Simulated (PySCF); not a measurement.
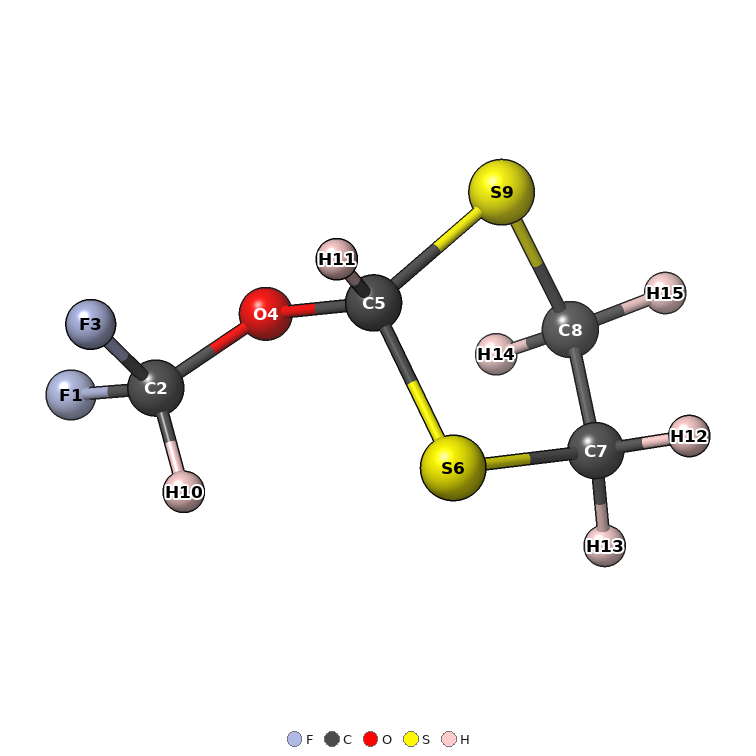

The computed structure is the end point of a PBE0-D3(BJ)/def2-SVP optimisation. No frequency run is at hand to confirm it as a minimum. Method: TDDFT CAM-B3LYP/def2-SVPD, vertical, gas phase, core orbitals frozen in the response (PySCF 2.14.0), and the same with a continuum solvent (IEF-PCM, Bondi radii x 1.2, gas-phase geometry).

How do dipole (D), HOMO–LUMO gap (eV), lowest singlet (eV) change in benzene (ε = 2.3), methanol (ε = 32.6)?

| medium | dipole (D) | HOMO–LUMO gap (eV) | lowest singlet (eV) |
| --- | --- | --- | --- |
| gas phase | 3.40 | 8.80 | 5.09 |
| benzene | 3.82 | 8.85 | 5.12 |
| methanol | 4.33 | 8.92 | 5.19 |
